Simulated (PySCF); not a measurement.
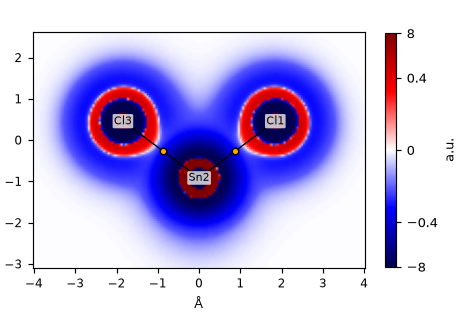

Figure. Cl₃HSn, SMILES `Cl[SnH](Cl)Cl`. Negative Laplacian of the density (−∇²ρ) in the plane of Cl1, Sn2 and Cl3 (red positive, blue negative, colour scale in a.u., logarithmic beyond ±0.04), with bond paths and bond critical points (dots).

Level of theory: ωB97X/def2-TZVP (PySCF), at a geometry from GFN2-xTB. Core potentials replace the inner electrons of Sn; spin–orbit coupling isn't included. No frequency check shows the geometry to be a minimum. GFN2-xTB bond lengths at metals and heavier atoms can be off by up to 0.1 Å and shapes distorted, which carries into these values.

Q: Sort the bonds in the plane by the sign of ∇²ρ at their critical points.

A: At none is it concentrated. Depleted (∇²ρ > 0): Sn2–Cl3 and Cl1–Sn2 (+0.19 a.u., H = −0.035).
